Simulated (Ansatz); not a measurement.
**Ligand exchange: MgHCl + C3H7FSn → MgHF + C3H7ClSn**

Species: MgHCl `[MgH][Cl]`, singlet; C3H7FSn `C[CH](C)[Sn][F]`, singlet; MgHF `[F][MgH]`, singlet; C3H7ClSn `C[CH](C)[Sn][Cl]`, singlet. The partners trade Cl for F: Mg–Cl and Sn–F bonds give way to Mg–F and Sn–Cl.

Shapes, held fixed at every level: PBE0-D4/def2-TZVP. Flexible molecules stand in one conformer, not always the lowest. Programs: Ansatz 0.2.0. The zero-point and thermal change to 298 K, harmonic and unscaled (PBE0-D4/def2-TZVP), is +0.3 kJ/mol.

```
             level                    kind  ΔH(298 K) (kJ/mol)  less CCSD(T)/def2-TZVPP
       HF/def2-SVP            Hartree–Fock               -12.3                     +2.2
  SPW92/def2-TZVPP                     LDA               -15.5                     -1.0
 PBE-D4/def2-TZVPP                     GGA               -15.5                     -1.0
PBE0-D4/def2-TZVPP           global hybrid               -15.0                     -0.5
wB97M-V/def2-TZVPP  range-separated hybrid               -11.2                     +3.3
    MP2/def2-TZVPP     perturbation theory               -21.1                     -6.6
  CCSD(T)/def2-SVP   coupled cluster or CI               -19.7                     -5.2
CCSD(T)/def2-TZVPP   coupled cluster or CI               -14.5                      0.0
```

The highest level, CCSD(T)/def2-TZVPP, gives ΔH(298 K) = -14.5 kJ/mol; the levels span -21.1 to -11.2. The column of differences is taken from that level and isn't an error. No measured value is set beside it here. For atoms past krypton def2 sets carry core potentials with scalar relativity. Outer-core shells of Mg, Sn are correlated, in sets that cover them unevenly.

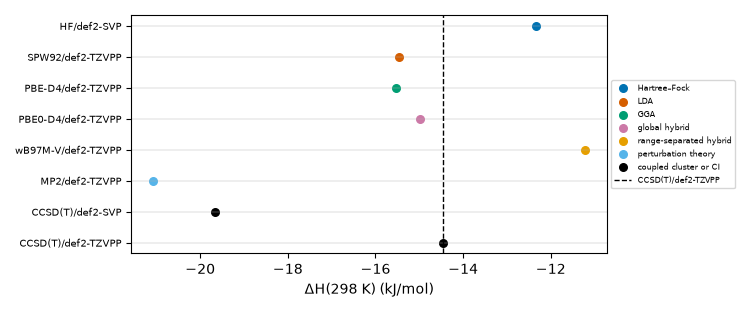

The values of the table, level by level.
